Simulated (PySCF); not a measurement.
# C3H11Si3 (SMILES [SiH3]/C=C\[SiH]C[SiH3]) (doublet): what the fields show

```xyz
17

Si   -2.0945   -0.1721    1.2136
C    -2.2352    0.5211   -0.5048
C    -1.2717    0.5668   -1.4744
Si    0.4337   -0.0563   -1.4553
C     1.3714   -0.8985   -0.0473
Si    2.4896    0.2742    0.9581
H    -3.3525    0.0795    1.9220
H    -0.9904    0.4410    1.9722
H    -1.8519   -1.6275    1.2094
H    -3.1972    0.9462   -0.7697
H    -1.5538    1.0140   -2.4259
H     1.2624    0.2687   -2.6128
H     1.9846   -1.7046   -0.4549
H     0.6552   -1.3637    0.6281
H     3.5039    0.8339    0.0589
H     3.1585   -0.4678    2.0301
H     1.6809    1.3570    1.5158
```

Geometry: GFN2-xTB.

These are results of UKS B3LYP, pcH-1 on C H Si, non-relativistic, mean-field spin-orbit, GIAO in PySCF 2.14.0, density-fitted response routines, not measurements.

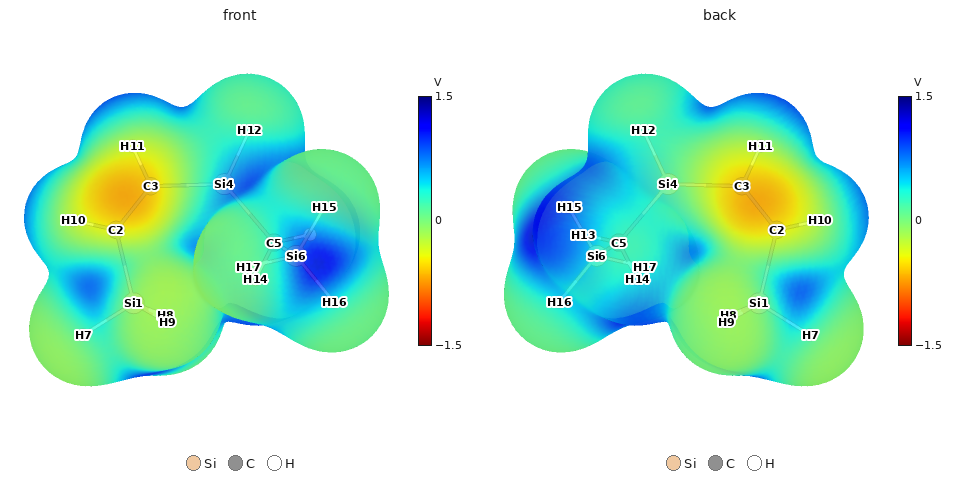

Figure 1. The electrostatic potential painted on the density surface at 0.002 e/bohr³, seen from the front and from behind; red is negative and blue positive.

### Where is the surface potential most negative and most positive?

The most negative region (about −0.7 V) lies over the π face of C2 and C3, the most positive (about +1.2 V) over Si6.

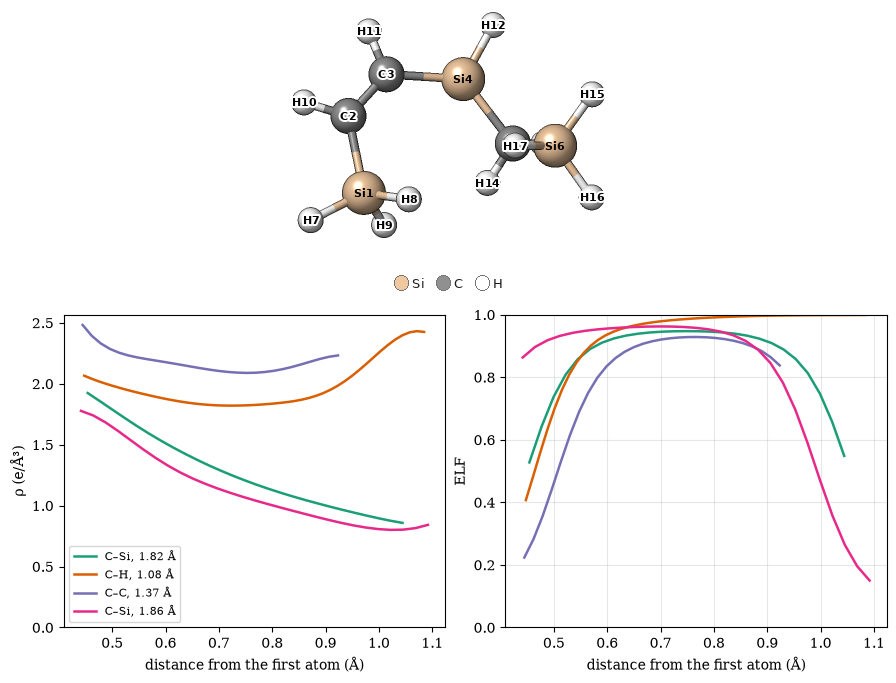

Figure 2. Electron density and ELF along straight lines between neighbouring atoms. The curves leave out the atomic cores. The structure is drawn too.

### What can be read from the curves?

C–Si (1.82 Å): the density is about 0.99 e/Å³ at the midpoint; the ELF peaks at about 0.95 between the atoms, as expected for a shared electron pair.
C–H (1.08 Å): the density is about 1.9 e/Å³ at the midpoint; the ELF climbs to about 1 towards the hydrogen, as it does in any bond to H: an ordinary covalent bond to hydrogen.
C–C (1.37 Å): the density is about 2.1 e/Å³ at the midpoint; the ELF peaks at about 0.95 between the atoms (localised, covalent bonding).
C–Si (1.86 Å): ρ is about 0.86 e/Å³ halfway; the ELF peaks at about 0.95 between the atoms, as expected for a covalent bond.
